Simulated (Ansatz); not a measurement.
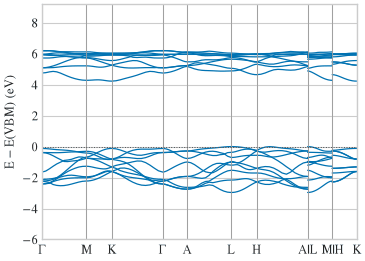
Fig. 1. Band structure from the program Ansatz at the r²SCAN level (PAW)

Task: Read off the gap and where the band edges lie.

Result: About 4.2 eV (4.23 eV by a search for the band edges); maximum at L, minimum at K.

The material is La$_{2}$O$_{3}$ (La2O3 or Ni2Al3 type, P-3m1).

The cell was relaxed with r²SCAN under the symmetry of its start; phonons on a q-mesh show no instability. Spin–orbit coupling is left out wherever it is not named.

Potentials: the later of the program's two PAW sets.
